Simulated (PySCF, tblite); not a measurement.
# Al₃ClH₁₁N₃, a small molecule taken as a stand-in for a surface group (AlN 3-ring): NMR shifts, core binding energies and electronic excitations

What NMR shifts, core binding energies and electronic excitations should one expect for `[Cl][AlH-]1[NH2+][AlH2-][NH2+][AlH2-][NH2+]1`?

Computed with tblite 0.8.0 and PySCF 2.14.0; each step states its level. No surroundings beyond the atoms listed, unless a continuum is named. Atoms count from 0, parts from 1.

### 1 The system as given

18 atoms, charge 0, multiplicity 1; geometry: distance geometry start.

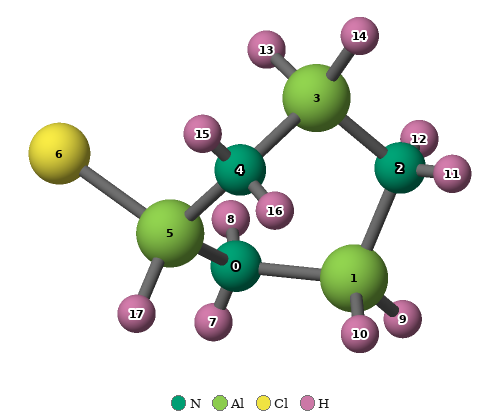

The starting geometry (nitrogen teal, aluminium green, chlorine yellow, hydrogen pink), atoms numbered.

### 2 Geometry optimisation with GFN2-xTB

The job: settings as JSON, then the geometry in Å.

```
{"job": {"kind": "relax", "xc": "GFN2-xTB", "basis": "xTB"}, "charge": 0, "multiplicity": 1}
N      0.618223     0.930991    -0.531816
Al     1.444671     0.517254     1.159204
N      0.649164     1.603057     2.522016
Al    -1.231151     1.814600     2.194462
N     -1.871889     0.276981     1.246604
Al    -1.201629     0.263131    -0.530326
Cl    -2.478013     1.568783    -1.823639
H      1.143400     0.504704    -1.300272
H      0.597200     1.952548    -0.664934
H      2.925863     0.807104     1.070693
H      1.233848    -0.940903     1.473459
H      0.777142     1.156039     3.441130
H      1.084076     2.513558     2.553542
H     -1.441082     3.058797     1.337251
H     -1.970525     1.960728     3.505312
H     -2.891762     0.284323     1.220763
H     -1.572333    -0.571699     1.735830
H     -1.208794    -1.152577    -1.102864
```

Method: GFN2-xTB geometry optimisation, gas phase.

Started as:

```sh
$ OMP_NUM_THREADS=1 python cluster_run.py task.json out
```

The driver reads the jobs from task.json and runs them one after another.

**Question.** The jobs that follow are: PBE0-D3(BJ)/def2-SVP geometry optimisation, gas phase; GIAO PBE0/pcSseg-1 NMR shielding, non-relativistic, gas phase; delta-SCF UKS SCAN, pcX-2 on the ionised atom, pcseg-1 elsewhere, spin-free X2C; TDDFT CAM-B3LYP/def2-SVPD, vertical, gas phase, core orbitals frozen in the response. Predict: point group; rotational constants (main isotopes); ¹H shifts against TMS (PBE0/pcSseg-1); ¹⁵N shifts against NH3 (PBE0/pcSseg-1); ²⁷Al shifts against AlH4- (PBE0/pcSseg-1); ³⁵Cl shifts against HCl (PBE0/pcSseg-1); N1s binding energies, SCAN/pcX-2 (standing for 2 of 3 atoms); Al2p binding energies, SCAN/pcX-2 (standing for 2 of 3 atoms); Cl2p binding energies, SCAN/pcX-2; lowest singlet (CAM-B3LYP/def2-SVPD); brightest single state of those computed; lowest triplet; vertical ionisation energy (ΔSCF).

**Answer**, as computed:

```
                                                     quantity                                                                 value
                                                  point group                                                                    C1
                         rotational constants (main isotopes)                                                  1.72, 0.80, 0.64 GHz
                        ¹H shifts against TMS (PBE0/pcSseg-1)  4.22, 4.22, 4.20, 4.20, 4.10, 1.18, 0.95, 0.56, 0.55, 0.27, 0.22 ppm
                       ¹⁵N shifts against NH3 (PBE0/pcSseg-1)                                                  32.9, 32.2, 25.8 ppm
                    ²⁷Al shifts against AlH4- (PBE0/pcSseg-1)                                                  59.1, 57.2, 49.7 ppm
                      ³⁵Cl shifts against HCl (PBE0/pcSseg-1)                                                               -21 ppm
 N1s binding energies, SCAN/pcX-2 (standing for 2 of 3 atoms)                                               N4 405.89, N0 405.86 eV
Al2p binding energies, SCAN/pcX-2 (standing for 2 of 3 atoms)                                               Al5 80.63, Al1 80.21 eV
                            Cl2p binding energies, SCAN/pcX-2                                                         Cl6 205.52 eV
                         lowest singlet (CAM-B3LYP/def2-SVPD)                                           6.85 eV (181 nm), f = 0.016
                     brightest single state of those computed                                           state 6, 7.52 eV, f = 0.056
                                               lowest triplet                                                               6.50 eV
                            vertical ionisation energy (ΔSCF)                                                              10.26 eV
```

In words: The start of the PBE0/def2-SVP relaxation was shaken at random by about 0.01 Å, so part of the energy gained, and of the first lengths quoted, undoes that. Relaxing lowered the energy by 0.486 eV in 12 steps; the close pair that moved most is Al5–Cl6, from 2.019 to 2.138 Å (PBE0/def2-SVP). At PBE0/pcSseg-1: The largest span, 145 ppm, is at Cl6, where the paramagnetic term is -185 ppm. At SCAN/pcX-2: the N1s levels computed lie within 0.03 eV of one another, too close to rank. Only 2 of the 3 N atoms are covered by sound results. At SCAN/pcX-2: The Al2p levels kept as sound span 0.42 eV, from Al1 (aluminium bonded to 2 N, 2 H) up to Al5 (aluminium bonded to Cl, 2 N, H). Only 2 of the 3 Al atoms are covered by sound results. The first singlet state (HOMO→LUMO 0.55, HOMO→LUMO+1 0.18) lies at 6.85 eV and is weak; of the 6 states computed, the strongest absorption comes from state 6 at 7.52 eV (the last computed, so partners may be missing). The lowest triplet lies 0.35 eV below the lowest singlet (triplets in Tamm-Dancoff, singlets in full TDDFT). ΔSCF puts the ionisation energy at 10.26 eV, 0.78 eV above −ε(HOMO). A capped cluster stands for the solid here, so long-range fields and strain are missing, and bands or shifts of the capping hydrogens have no counterpart in it.
